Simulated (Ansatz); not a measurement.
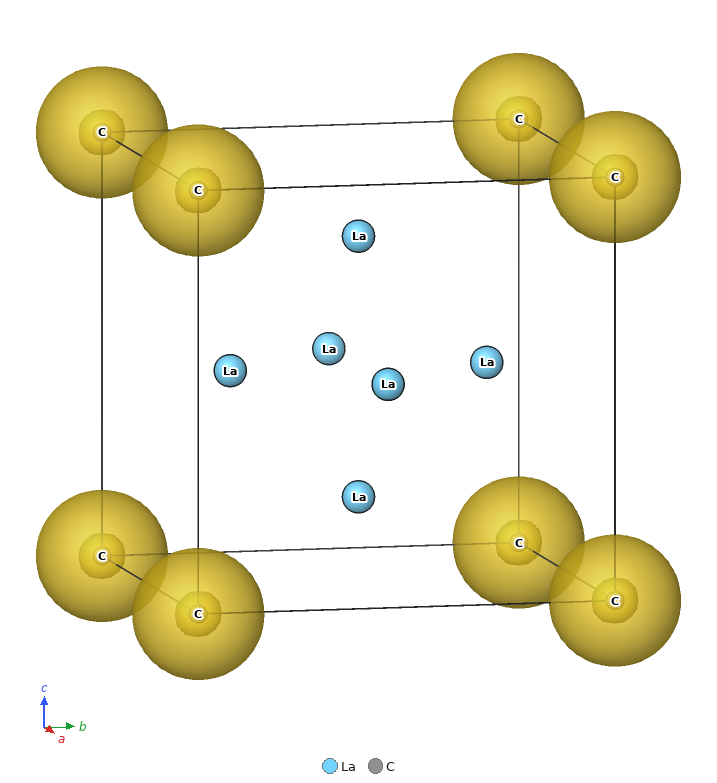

Figure. La₆C. Isosurface of the electron localisation function at 0.7 (yellow), seen slightly off an axis. Core shells and regions of very low density are left out.

Space group Pm-3m; a structure generated by program, which may or may not match a known phase.

Theory: Ansatz, DFT PBE, scalar-relativistic, plane waves, PAW.

```yaml
crystal:
  lattice:
    - [7.75768, 0.00000, 0.00000]
    - [0.00000, 7.75768, 0.00000]
    - [0.00000, 0.00000, 7.75768]
  atoms:
    - { symbol: La, position: [0.19231, 0.50000, 0.50000] }
    - { symbol: La, position: [0.50000, 0.19231, 0.50000] }
    - { symbol: La, position: [0.80769, 0.50000, 0.50000] }
    - { symbol: La, position: [0.50000, 0.80769, 0.50000] }
    - { symbol: La, position: [0.50000, 0.50000, 0.19231] }
    - { symbol: La, position: [0.50000, 0.50000, 0.80769] }
    - { symbol: C, position: [0.00000, 0.00000, 0.00000] }
```

> Identify the bonds, lone pairs and shells in this picture.

The ELF exceeds this value in one region wrapped around C (its valence shell), counted in one cell of 7 atoms. Regions shared between cells count once. Along the contacts the grid gives the following. La–La (2.98 Å): the ELF is about 0.15 at the midpoint: no shared electron pair shows on this line.
